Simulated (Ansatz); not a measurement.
The starting structures come from a database of crystals and need not be the phases stable at ambient conditions.

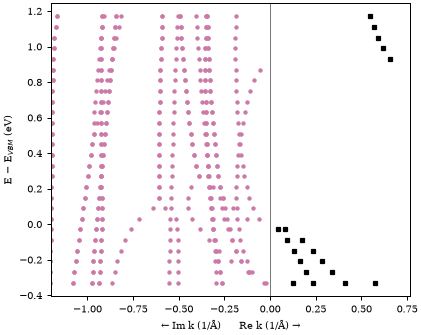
*Complex bands at the centre of the two-dimensional zone; r2SCAN (Ansatz, a quantum-chemistry and plane-wave program)*

The gap is the functional's own, uncorrected, and κ follows it; spin-orbit coupling is left out. Mid-gap values are interpolated between the computed energies.

Q: This is Rb2SnHgTe4 (I-42m, not sure to be the ambient phase, 8 atoms a cell, 37.5 Å³ an atom) along the normal of (100). Read off the slowest decay at the centre of the two-dimensional zone at 0.45 eV, the computed energy nearest the middle of the gap.

A: κ ≈ 0.17 1/Å, a decay length 1/(2κ) of the density of 3.0 Å.
